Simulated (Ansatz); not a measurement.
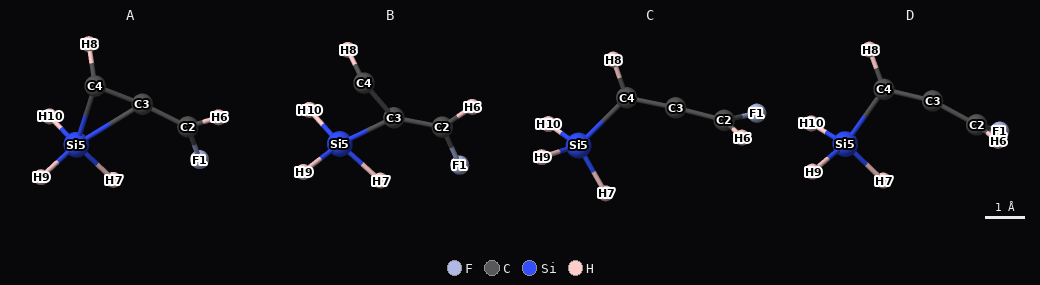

4 geometries from one relaxation of C₃H₅FSi, in shuffled order. Style: ball-and-stick. Shown at a tilt.

The run prepares an end point of a later path (hydrogen shift) calculation, from a guessed geometry.

Level of theory: UKS LDA/def2-SVP (Ansatz 0.2.0). (collinear spin; force threshold 0.02 eV/Å; at most 50 steps)

**Put them in the order of the run, from the start to the converged end.**

B, A, D, C. They are steps 0, 4, 9, 21, at +4.188 eV, +1.723 eV, +0.192 eV relative to the last. Over 20 accepted moves (21 points after the start) the energy falls by 4.188 eV. Largest force component: 7.8 eV/Å at the start, 0.016 eV/Å at the end. The line search rejected the trial step at point 15 of the run. The atom that moves furthest after the best rigid fit is F1 (1.67 Å). By element the largest moves are F 1.67 Å, H 1.00 Å, C 0.95 Å, Si 0.57 Å. Near-neighbour distances that change, for instance: C2–Si5 2.790 → 3.932 Å, C3–Si5 1.723 → 2.798 Å, C4–Si5 2.315 → 1.871 Å, C3–C4 1.474 → 1.312 Å. New bonds form: C4–Si5 (2.31 → 1.87 Å). Bonds break: C3–Si5 (1.72 → 2.80 Å). Among the angles between lasting bonds that change: C2–C3–C4 133.0° → 177.1°, H7–Si5–H10 135.2° → 110.1°, H7–Si5–H9 102.1° → 109.9°.
